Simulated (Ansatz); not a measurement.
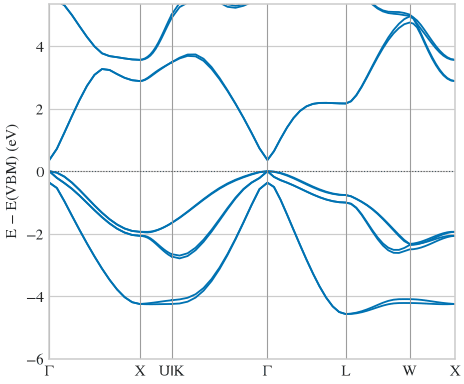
*Band structure from plane-wave PAW PBEsol with spin–orbit coupling (Ansatz code)*

### Question
Read off the gap and where the band edges lie.

### Answer
About 0.4 eV (0.36 eV by a search for the band edges); maximum at Γ, minimum at Γ.

The material is CdSe (zinc blende, F-43m).

Symmetry was held in the PBEsol relaxation.

Potentials: the later of the program's two PAW sets.
